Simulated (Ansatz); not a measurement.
**H₅NSSi₂Zn: geometry optimisation**

Aim: relax H₅NSSi₂Zn at this level.

Program: Ansatz 0.2.0. Level of theory: RKS r2SCAN-D4/def2-SVP. These are calculated values, not measurements.

## Step 1: The starting structure

SMILES `N1[SiH2][S][Zn][SiH2]1`, 10 atoms, charge 0, spin multiplicity 1.

Atoms are counted from 1 here; the program's logs count them from 0.

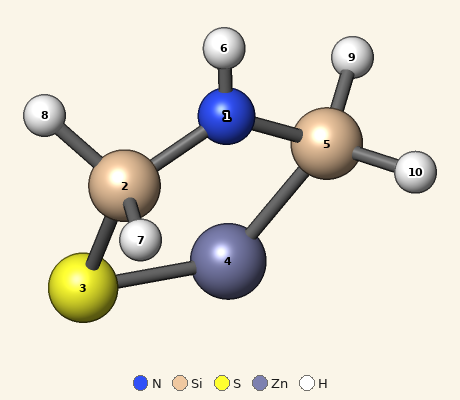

The starting geometry (colours as in the key); atoms are numbered from 1 in the order of the file.

As a file:

```xyz
10
H5NSSi2Zn
N    -0.3951    0.1382    0.5977
Si    0.3079   -1.4587    0.2504
S     0.7026   -1.8001   -1.8570
Zn    0.4776    0.3997   -2.0486
Si   -0.2065    1.6942   -0.2350
H    -1.0307    0.1201    1.4048
H     1.5970   -1.6623    1.0046
H    -0.6873   -2.4701    0.7535
H    -1.5384    2.3982   -0.2891
H     0.7730    2.6407    0.4189
```

## Step 2: Relaxation

File input.yaml:

```yaml
crystal:
  periodic: [false, false, false]
  atoms:
    - { symbol: "N", position_ang: [-0.395097, 0.138218, 0.597657] }
    - { symbol: Si, position_ang: [0.307936, -1.458732, 0.250398] }
    - { symbol: S, position_ang: [0.702629, -1.800093, -1.857039] }
    - { symbol: Zn, position_ang: [0.477555, 0.399734, -2.048646] }
    - { symbol: Si, position_ang: [-0.206479, 1.694245, -0.234973] }
    - { symbol: H, position_ang: [-1.030707, 0.12006, 1.404796] }
    - { symbol: H, position_ang: [1.596994, -1.662293, 1.004598] }
    - { symbol: H, position_ang: [-0.687338, -2.470092, 0.753485] }
    - { symbol: H, position_ang: [-1.538446, 2.398218, -0.289127] }
    - { symbol: H, position_ang: [0.772963, 2.640744, 0.418852] }
basis:
  gaussian: { orbitals: def2-SVP }
hamiltonian:
  xc: r2scan
  dispersion: d4
output:
  forces: true
relax:
  f_tol: 0.003
  max_steps: 120
```

Started as:

```console
$ ansatz run input.yaml --threads 1 --pin off --max-ram 2560MiB --backend cpu --events-out ev --progress --plain --runs-dir out
```

The program printed:

```text
Warning: RAYON_NUM_THREADS=1 ignored (pool sized by the plan → 1); use --threads N
The last accepted step is kept in <dir> (removed where the run ends without a failure and the disk answers)
Engine: ansatz 0.2.0, aarch64-unknown-linux-gnu
Functional definition: r2SCAN
  parameter k0 = 0.174
  parameter k1 = 0.065
  parameter a1 = 4.9479
  exchange = r2scan_x(k0 = k0, k1 = k1, a1 = a1)
  correlation = r2scan_c
1417 factors; their error is unknown
mean field evaluation 1: about -76555.5739 eV, gradient 6.8e1 eV
mean field evaluation 2: about -76489.9969 eV, gradient 1.4e2 eV
mean field evaluation 4: about -76564.1281 eV, gradient 1.5e1 eV
mean field evaluation 8: about -76564.6744 eV, gradient 1.2e-1 eV
mean field evaluation 16: about -76564.5541 eV, gradient 1.1e-3 eV
mean field -76564.55411348 eV, -2813.6954663517 hartree, gradient 2.7e-5 eV, S^2 0.000000; 0 other end points of the search recorded, 0 dependent functions left out
the calculation of the forces begins
reference -76564.55412764 eV, -2813.6954668721 hartree; 43, 43 occupied and 81, 81 virtual orbitals, 1417 factors
relax step   1: F+E_penalty+E_count = -76564.63434281 eV  Δ(F+E_penalty+E_count) = +0.000e0 eV  max|allowed force component| = 2.575e-1 eV/Å  Δτ_max = 0.0000 Å  (31 SCF iters, accepted)
these checks for a lower state are left out or cut short: starts, cluster_reference, orbital_swaps, neighbouring_geometries, increment
1417 factors; their error is unknown
mean field -76564.56598949 eV, -2813.6959027869 hartree, gradient 1.6e-5 eV, S^2 0.000000; 0 other end points of the search recorded, 0 dependent functions left out
the calculation of the forces begins
reference -76564.56600364 eV, -2813.6959033070 hartree; 43, 43 occupied and 81, 81 virtual orbitals, 1417 factors
relax step   2: F+E_penalty+E_count = -76564.64637774 eV  Δ(F+E_penalty+E_count) = -1.203e-2 eV  max|allowed force component| = 9.914e-2 eV/Å  Δτ_max = 0.0171 Å  (31 SCF iters, accepted)
these checks for a lower state are left out or cut short: starts, cluster_reference, orbital_swaps, neighbouring_geometries, increment
1417 factors; their error is unknown
mean field evaluation 32: about -76564.5674 eV, gradient 6.8e-4 eV
mean field -76564.56739962 eV, -2813.6959546082 hartree, gradient 1.5e-5 eV, S^2 0.000000; 0 other end points of the search recorded, 0 dependent functions left out
the calculation of the forces begins
reference -76564.56741375 eV, -2813.6959551276 hartree; 43, 43 occupied and 81, 81 virtual orbitals, 1417 factors
relax step   3: F+E_penalty+E_count = -76564.64784976 eV  Δ(F+E_penalty+E_count) = -1.472e-3 eV  max|allowed force component| = 2.993e-2 eV/Å  Δτ_max = 0.0171 Å  (32 SCF iters, accepted)
these checks for a lower state are left out or cut short: starts, cluster_reference, orbital_swaps, neighbouring_geometries, increment
1417 factors; their error is unknown
mean field -76564.56763593 eV, -2813.6959632927 hartree, gradient 1.5e-5 eV, S^2 0.000000; 0 other end points of the search recorded, 0 dependent functions left out
the calculation of the forces begins
reference -76564.56765008 eV, -2813.6959638125 hartree; 43, 43 occupied and 81, 81 virtual orbitals, 1417 factors
relax step   4: F+E_penalty+E_count = -76564.64809465 eV  Δ(F+E_penalty+E_count) = -2.449e-4 eV  max|allowed force component| = 1.053e-2 eV/Å  Δτ_max = 0.0105 Å  (32 SCF iters, accepted)
these checks for a lower state are left out or cut short: starts, cluster_reference, orbital_swaps, neighbouring_geometries, increment
1417 factors; their error is unknown
mean field -76564.56785266 eV, -2813.6959712571 hartree, gradient 1.5e-5 eV, S^2 0.000000; 0 other end points of the search recorded, 0 dependent functions left out
the calculation of the forces begins
reference -76564.56786681 eV, -2813.6959717771 hartree; 43, 43 occupied and 81, 81 virtual orbitals, 1417 factors
relax step   5: F+E_penalty+E_count = -76564.64830154 eV  Δ(F+E_penalty+E_count) = -2.069e-4 eV  max|allowed force component| = 1.166e-2 eV/Å  Δτ_max = 0.0182 Å  (32 SCF iters, accepted)
these checks for a lower state are left out or cut short: starts, cluster_reference, orbital_swaps, neighbouring_geometries, increment
1417 factors; their error is unknown
mean field -76564.56814215 eV, -2813.6959818959 hartree, gradient 1.6e-5 eV, S^2 0.000000; 0 other end points of the search recorded, 0 dependent functions left out
the calculation of the forces begins
reference -76564.56815632 eV, -2813.6959824165 hartree; 43, 43 occupied and 81, 81 virtual orbitals, 1417 factors
relax step   6: F+E_penalty+E_count = -76564.64856420 eV  Δ(F+E_penalty+E_count) = -2.627e-4 eV  max|allowed force component| = 3.344e-2 eV/Å  Δτ_max = 0.0452 Å  (30 SCF iters, accepted)
these checks for a lower state are left out or cut short: starts, cluster_reference, orbital_swaps, neighbouring_geometries, increment
1417 factors; their error is unknown
mean field -76564.56819623 eV, -2813.6959838831 hartree, gradient 1.5e-5 eV, S^2 0.000000; 0 other end points of the search recorded, 0 dependent functions left out
the calculation of the forces begins
reference -76564.56821040 eV, -2813.6959844039 hartree; 43, 43 occupied and 81, 81 virtual orbitals, 1417 factors
relax step   7: F+E_penalty+E_count = -76564.64859944 eV  Δ(F+E_penalty+E_count) = -3.523e-5 eV  max|allowed force component| = 4.210e-2 eV/Å  Δτ_max = 0.0252 Å  (31 SCF iters, accepted)
these checks for a lower state are left out or cut short: starts, cluster_reference, orbital_swaps, neighbouring_geometries, increment
1417 factors; their error is unknown
mean field evaluation 64: about -76564.5683 eV, gradient 1.8e-1 eV
mean field -76564.56833843 eV, -2813.6959891090 hartree, gradient 2.3e-5 eV, S^2 0.000000; 0 other end points of the search recorded, 0 dependent functions left out
the calculation of the forces begins
reference -76564.56835260 eV, -2813.6959896297 hartree; 43, 43 occupied and 81, 81 virtual orbitals, 1417 factors
relax step   8: F+E_penalty+E_count = -76564.64873986 eV  Δ(F+E_penalty+E_count) = -1.404e-4 eV  max|allowed force component| = 2.565e-2 eV/Å  Δτ_max = 0.0038 Å  (24 SCF iters, accepted)
these checks for a lower state are left out or cut short: starts, cluster_reference, orbital_swaps, neighbouring_geometries, increment
1417 factors; their error is unknown
mean field -76564.56832242 eV, -2813.6959885205 hartree, gradient 1.5e-5 eV, S^2 0.000000; 0 other end points of the search recorded, 0 dependent functions left out
the calculation of the forces begins
reference -76564.56833659 eV, -2813.6959890412 hartree; 43, 43 occupied and 81, 81 virtual orbitals, 1417 factors
relax step   9: F+E_penalty+E_count = -76564.64872424 eV  Δ(F+E_penalty+E_count) = +1.562e-5 eV  max|allowed force component| = 3.319e-2 eV/Å  Δτ_max = 0.0049 Å  (32 SCF iters, rejected (line search))
these checks for a lower state are left out or cut short: starts, cluster_reference, orbital_swaps, neighbouring_geometries, increment
1417 factors; their error is unknown
mean field -76564.56837935 eV, -2813.6959906128 hartree, gradient 1.6e-5 eV, S^2 0.000000; 0 other end points of the search recorded, 0 dependent functions left out
the calculation of the forces begins
reference -76564.56839352 eV, -2813.6959911334 hartree; 43, 43 occupied and 81, 81 virtual orbitals, 1417 factors
relax step  10: F+E_penalty+E_count = -76564.64878285 eV  Δ(F+E_penalty+E_count) = -4.299e-5 eV  max|allowed force component| = 5.285e-3 eV/Å  Δτ_max = 0.0024 Å  (25 SCF iters, accepted)
these checks for a lower state are left out or cut short: starts, cluster_reference, orbital_swaps, neighbouring_geometries, increment
1417 factors; their error is unknown
mean field -76564.56841960 eV, -2813.6959920917 hartree, gradient 1.5e-5 eV, S^2 0.000000; 0 other end points of the search recorded, 0 dependent functions left out
the calculation of the forces begins
reference -76564.56843376 eV, -2813.6959926124 hartree; 43, 43 occupied and 81, 81 virtual orbitals, 1417 factors
relax step  11: F+E_penalty+E_count = -76564.64881706 eV  Δ(F+E_penalty+E_count) = -3.421e-5 eV  max|allowed force component| = 1.391e-2 eV/Å  Δτ_max = 0.0074 Å  (32 SCF iters, accepted)
these checks for a lower state are left out or cut short: starts, cluster_reference, orbital_swaps, neighbouring_geometries, increment
1417 factors; their error is unknown
mean field -76564.56844084 eV, -2813.6959928723 hartree, gradient 1.5e-5 eV, S^2 0.000000; 0 other end points of the search recorded, 0 dependent functions left out
the calculation of the forces begins
reference -76564.56845500 eV, -2813.6959933930 hartree; 43, 43 occupied and 81, 81 virtual orbitals, 1417 factors
relax step  12: F+E_penalty+E_count = -76564.64883395 eV  Δ(F+E_penalty+E_count) = -1.689e-5 eV  max|allowed force component| = 7.859e-3 eV/Å  Δτ_max = 0.0068 Å  (32 SCF iters, accepted)
these checks for a lower state are left out or cut short: starts, cluster_reference, orbital_swaps, neighbouring_geometries, increment
1417 factors; their error is unknown
mean field evaluation 96: about -76564.6889 eV, gradient 1.9e-1 eV
mean field -76564.56844414 eV, -2813.6959929936 hartree, gradient 7.3e-6 eV, S^2 0.000000; 0 other end points of the search recorded, 0 dependent functions left out
the calculation of the forces begins
reference -76564.56845831 eV, -2813.6959935143 hartree; 43, 43 occupied and 81, 81 virtual orbitals, 1417 factors
relax step  13: F+E_penalty+E_count = -76564.64883642 eV  Δ(F+E_penalty+E_count) = -2.465e-6 eV  max|allowed force component| = 2.807e-3 eV/Å  Δτ_max = 0.0021 Å  (24 SCF iters, accepted)
1417 factors; their error is unknown
mean field -76564.56844414 eV, -2813.6959929936 hartree, gradient 7.0e-6 eV, S^2 0.000000; 1 other end points of the search recorded, 0 dependent functions left out
the calculation of the forces begins
reference -76564.56845831 eV, -2813.6959935143 hartree; 43, 43 occupied and 81, 81 virtual orbitals, 1417 factors
Total energy: -76564.64885059 eV, -2813.6989478761 hartree
Atom 0 at    -0.362397     0.142814     0.595124 Å, force     0.001109    -0.001717    -0.001932 eV/Å
Atom 1 at     0.294200    -1.460940     0.247459 Å, force    -0.000828     0.002807     0.001498 eV/Å
Atom 2 at     0.739682    -1.770964    -1.840703 Å, force     0.000134    -0.000620    -0.000338 eV/Å
Atom 3 at     0.474575     0.402293    -2.042199 Å, force     0.000093    -0.000552     0.000641 eV/Å
Atom 4 at    -0.224253     1.687448    -0.249874 Å, force    -0.000876     0.000958     0.001293 eV/Å
Atom 5 at    -0.902389     0.149770     1.462993 Å, force    -0.001033     0.000231     0.001366 eV/Å
Atom 6 at     1.542727    -1.712664     1.031977 Å, force     0.000878    -0.000431    -0.000493 eV/Å
Atom 7 at    -0.729112    -2.451403     0.698664 Å, force    -0.000098    -0.000604    -0.000931 eV/Å
Atom 8 at    -1.559077     2.362396    -0.298250 Å, force    -0.000314     0.000010    -0.000542 eV/Å
Atom 9 at     0.726055     2.651258     0.394811 Å, force     0.000934    -0.000081    -0.000561 eV/Å
Dipole moment:    -0.123336     0.491209    -0.097705 e Å
```

It took 2.7 min on 1 thread of Arm Neoverse V2, shared host; peak memory 0.21 GiB.

Step by step:

```csv
step,energy from step 1 (eV),largest force component (eV/Å)
1,0.0000,0.2575
2,-0.0120,0.0991
3,-0.0135,0.0299
4,-0.0138,0.0105
5,-0.0140,0.0117
6,-0.0142,0.0334
7,-0.0143,0.0421
8,-0.0144,0.0256
9,-0.0144,0.0332
10,-0.0144,0.0053
11,-0.0145,0.0139
12,-0.0145,0.0079
13,-0.0145,0.0028
```

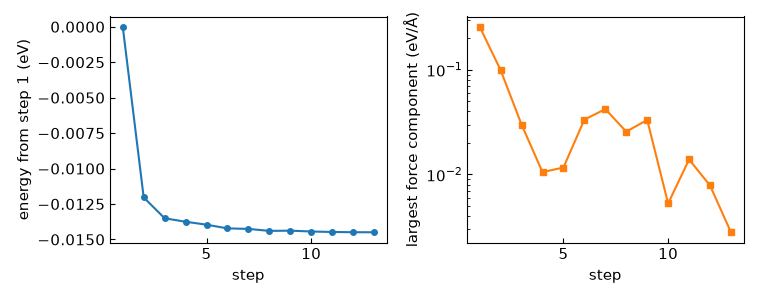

Energy and largest force along the relaxation.

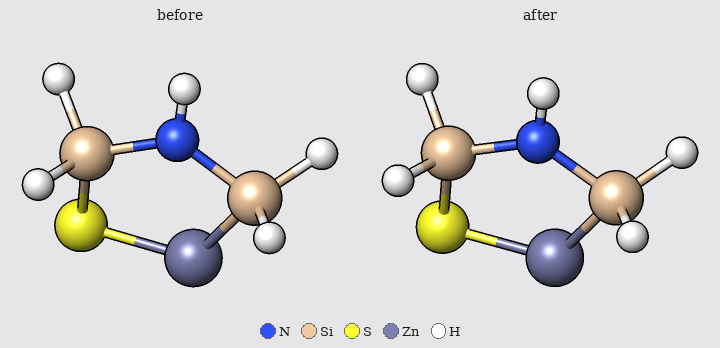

Before and after, at one scale.

Distances of close pairs at the start and the end, largest changes first:

```csv
bond,before (Å),after (Å),change (Å)
S3–Zn4,2.220,2.199,-0.021
Zn4–Si5,2.331,2.314,-0.017
Si2–S3,2.171,2.158,-0.014
Si5–H10,1.511,1.499,-0.012
Si2–H8,1.505,1.494,-0.012
N1–Si2,1.779,1.767,-0.012
Si2–H7,1.507,1.496,-0.011
Si5–H9,1.508,1.497,-0.011
```

## Step 3: Results

| quantity | value |
| --- | --- |
| energy gained | 0.0145 eV |
| root mean square move | 0.064 Å |
| dipole moment | 2.48 D |

What this shows: Bond lengths: N1–Si2 1.767 Å, N1–Si5 1.766 Å, N1–H6 1.022 Å, Si2–S3 2.158 Å, Si2–H7 1.496 Å, Si2–H8 1.494 Å, S3–Zn4 2.199 Å, Zn4–Si5 2.314 Å, Si5–H9 1.497 Å, Si5–H10 1.499 Å. Angles: Si2–N1–Si5 132.1°, Si2–N1–H6 111.7°, Si5–N1–H6 116.2°, N1–Si2–S3 113.4°, N1–Si2–H7 111.1°, N1–Si2–H8 106.7°, S3–Si2–H7 108.1°, S3–Si2–H8 109.8°, H7–Si2–H8 107.6°, Si2–S3–Zn4 85.5°, S3–Zn4–Si5 121.0°, N1–Si5–Zn4 84.7°, N1–Si5–H9 109.9°, N1–Si5–H10 114.0°, Zn4–Si5–H9 119.7°, Zn4–Si5–H10 119.9°, H9–Si5–H10 106.8°. No frequencies were computed here.
